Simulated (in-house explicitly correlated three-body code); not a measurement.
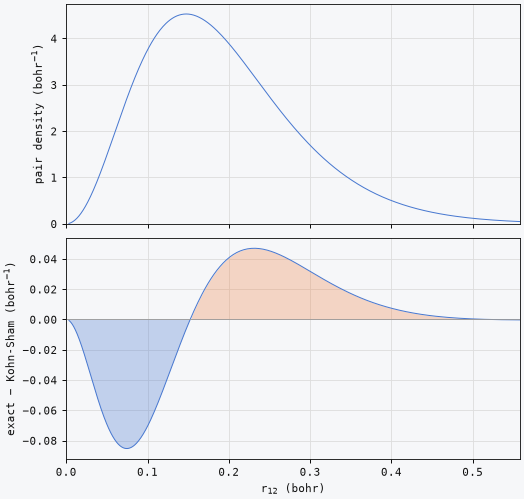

Two electrons around a point charge Z = 11.8. Computed variationally in 260 exponentially correlated functions with an in-house code, non-relativistic, converged to about 10⁻⁸ of the energy. The plot shows the distribution of the distance r₁₂ between the electrons in the ground state (one pair, times 4πr₁₂²) and its difference from that of the Kohn-Sham determinant with the same density, the Coulomb hole.

How large and how deep is the Coulomb hole?

Answer. The pair density peaks near r₁₂ = 0.15 bohr, and ⟨r₁₂⟩ = 0.1930 bohr. Correlation takes weight from short distances: the hole is deepest (−0.085 bohr⁻¹) near 0.075 bohr and first changes sign near 0.15 bohr, moving 0.74 % of the pair outwards. The mean cosine of the angle between the electrons is −0.0113, and the density-functional correlation energy is −45.83 millihartree.
